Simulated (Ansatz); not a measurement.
Ligand exchange: GeH3(CH3) + Cd(SH)2 → GeH3(SH) + Cd(CH3)(SH)

Species: GeH3(CH3) (methyl germane), singlet; Cd(SH)2, singlet; GeH3(SH), singlet; Cd(CH3)(SH), singlet. The partners trade CH3 for SH: Ge–CH3 and Cd–SH bonds give way to Ge–SH and Cd–CH3.

Shapes, held fixed at every level: PBE0-D4/def2-TZVP. Programs: Ansatz 0.2.0. Electronic energies: no zero-point or thermal term.

```
              level                    kind  ΔE (kJ/mol)  less CCSD(T)/def2-TZVPP
   SPW92/def2-TZVPP                     LDA        +44.8                     -2.3
  PBE-D4/def2-TZVPP                     GGA        +44.8                     -2.3
B3LYP-D4/def2-TZVPP           global hybrid        +48.6                     +1.5
 wB97M-V/def2-TZVPP  range-separated hybrid        +50.7                     +3.6
       MP2/def2-SVP     perturbation theory        +52.6                     +5.5
   CCSD(T)/def2-SVP   coupled cluster or CI        +54.9                     +7.8
 CCSD(T)/def2-TZVPP   coupled cluster or CI        +47.1                      0.0
```

The highest level, CCSD(T)/def2-TZVPP, gives ΔE = +47.1 kJ/mol; the levels span +44.8 to +54.9. The column of differences is taken from that level and isn't an error. No measured value is set beside it here. For atoms past krypton def2 sets carry core potentials with scalar relativity. Relativity is left out for Ge unless named. Correlated rows may include outer-core shells of Cd, Ge, which these sets cover unevenly.

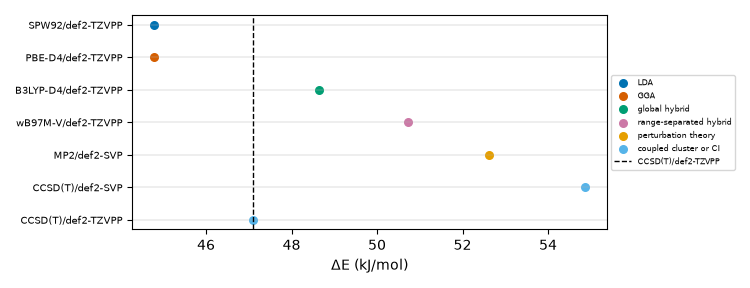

The values of the table, level by level.
